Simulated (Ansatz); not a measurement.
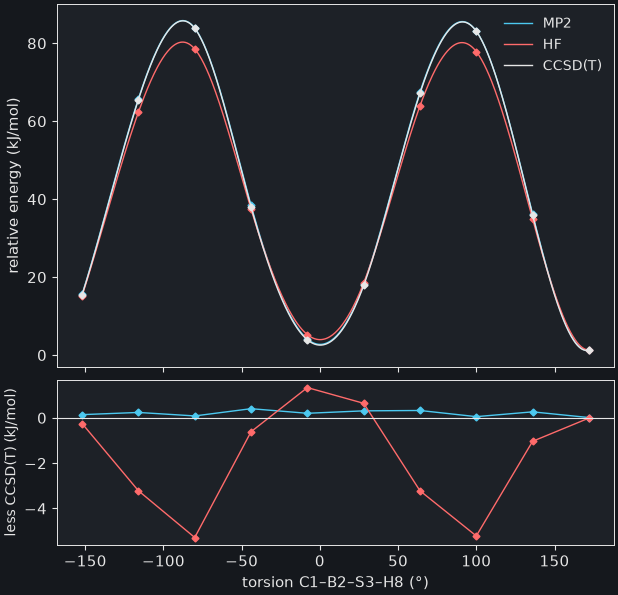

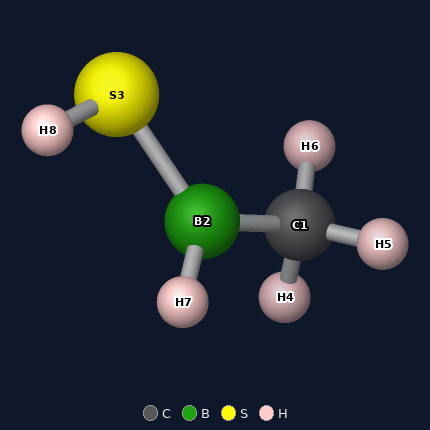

Rigid scan of the torsion C1–B2–S3–H8 in CH₅BS, SMILES CBS. The Ansatz code 0.2.0, def2-TZVPP, cores frozen in correlated methods. A torsion is scanned from the minimum (PBE0-D4/def2-TZVP); energies less that of the minimum at the same level; relaxed scans hold all four atoms in place. Splines pass through the computed points, which are marked.

Question: How far can the coupled-cluster curve be trusted along the scan?

Answer: The calculation's T1 diagnostic reaches at most 0.013 (at −44°), under the customary mark of 0.02, so it gives no sign of multireference character.

Question: Which curve follows CCSD(T) best, and which worst?

Answer: Best MP2, worst HF; largest departures: MP2 0.4, HF 5.3 kJ/mol. CCSD(T) is in the same finite basis, not at its limit.
